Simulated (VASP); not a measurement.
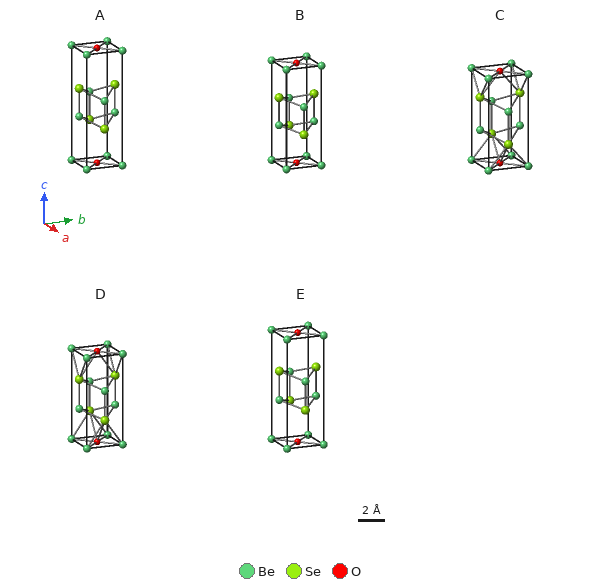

5 geometries from one relaxation of crystalline Be$_{3}$Se$_{2}$O (a generated structure, set up in P-4m2), in shuffled order. The picture is a ball-and-stick view of the cell of the calculation, seen slightly off an axis.

The run lets cell and atoms move.

All numbers below come from VASP 6.6.1, Kohn-Sham DFT of a periodic cell, PBE, VASP PAW PBE potentials, recommended. (plane-wave cutoff 520 eV; k-point mesh 4 × 4 × 2; occupations gaussian; smearing width 0.15 eV; no spin polarisation)

### Put them in the order of the run, from the start to the converged end.

C, D, B, E, A. They are steps 0, 3, 5, 6, 15, at +475 meV per atom, +240 meV per atom, +119 meV per atom, +29.2 meV per atom relative to the last. The largest moves relative to the cell, 0.70 Å, are those of Se atoms. Largest moves by element: Se 0.70 Å, Be 0.35 Å. O stays in place. The drawn cell changes at constant volume: a = b 3.393 → 3.037 Å (−10.5 %), c 7.485 → 9.341 Å (+24.8 %). Near-neighbour distances that change, for instance: Be–Se 2.586 → 3.481 Å, O–Se 2.586 → 3.481 Å, Be–Se 2.660 → 2.275 Å, Se–Se 3.393 → 3.037 Å. Bonds break: Be–Se (2.59 → 3.48 Å). The space group stays P-4m2 (No. 115). Over 15 geometry steps the energy falls by 475 meV per atom. The largest force component goes from 2.4 to 0.071 eV/Å. Pressure: −9.18 GPa at the start and −0.13 GPa at the end. It ran on 1 thread of Intel(R) Xeon(R) Platinum 8259CL CPU @ 2.50GHz (Skylake/Cascade Lake), on a shared host.
